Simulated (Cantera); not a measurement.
Input: 1 mol TiO2, 1.7 mol HCl, a varied amount of O2, equilibrated at 1148.15 K and 930000 Pa.

Method: chemical equilibrium by Gibbs-energy minimisation in Cantera with the NASA 1993 tables (ideal gas, pure condensed phases). Candidate condensed phases: H2O, Ti, TiCl2, TiCl3, TiCl4, TiO, TiO2, Ti2O3, Ti3O5, Ti4O7; 23 gas species. Condensed phases not in the tables: TiOCl. Gases not in the tables: TiO(OH)2. Equilibrium is a limit: real reactors are often held back by kinetics, nucleation or transport.

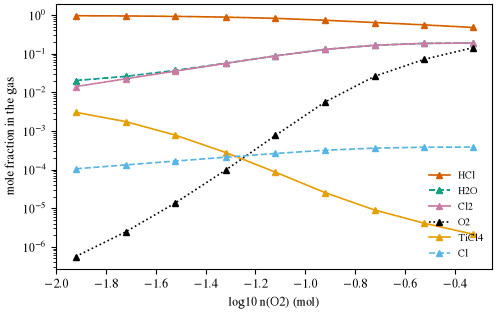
Equilibrium gas composition (values under 1e-9 drawn at 1e-9)

### Question
Read off the mole fractions at 0.012 mol O2.

### Answer
HCl about 0.96, H2O about 0.020, Cl2 about 0.014, TiCl4 about 0.0030, Cl about 0.00010, O2 about 5.6e-7.
